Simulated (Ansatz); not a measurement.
```tsv
atom	x (Å)	y (Å)	z (Å)
Cl	2.4401	-1.2738	0.5579
Ge	1.3358	0.5861	0.6648
C	-0.0814	0.5860	-0.6671
Ge	-1.3624	-0.8180	-0.2551
H	0.7161	0.7430	2.0769
H	2.2972	1.7696	0.3877
H	-0.5966	1.5682	-0.6564
H	0.3544	0.4073	-1.6714
H	-0.6477	-2.1930	-0.2848
H	-1.9561	-0.5735	1.1556
H	-2.4994	-0.8018	-1.3081
```

Not at a stationary point (largest force 0.8 eV/Å).

Computed with Ansatz, SCF r2SCAN, Gaussian basis.

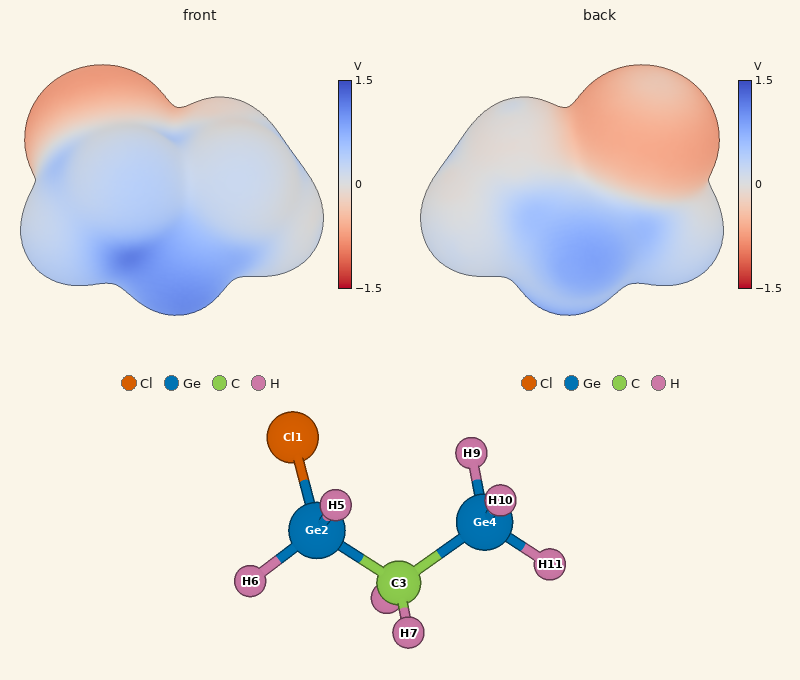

CH$_{7}$ClGe$_{2}$ (SMILES [Cl][GeH2][CH2][GeH3]). The molecular electrostatic potential painted on the density surface at 0.001 e/bohr³, seen from the front and from behind; red is negative and blue positive. The bare structure is drawn below in the same view.

Q: Describe the electrostatic potential map.

A: The most negative region (about −0.7 V, or −16 kcal/mol for a unit charge) lies over Cl1, the most positive (about +1.0 V, or +23 kcal/mol for a unit charge) over Ge2 and H7.
